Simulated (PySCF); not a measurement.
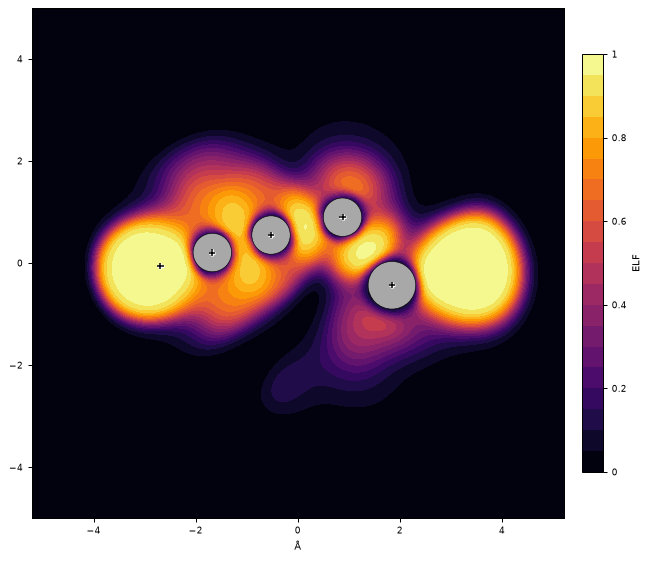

The electron localisation function on a plane through atoms (crosses mark nuclei in the plane; grey discs cover the cores).

Theory: PBE0/pcSseg-1, SCF density, gas phase, non-relativistic in PySCF.

Candidates:
A. C₄H₇FO₃S
B. C₃H₈BP (SMILES C#CC[BH2-][PH3+])
C. C₈H₁₃P (SMILES C#CP(C=C)C(C)(C)C)

Question: Which system is this?

Answer: Candidate B: C₃H₈BP on the plane of atoms C2, C3 and B4, which holds C, B and H. C–C (1.20 Å): the ELF peaks at about 0.85 between the atoms; a short, multiple covalent bond. C–B (1.65 Å): the ELF peaks at about 0.95 between the atoms (a shared electron pair).
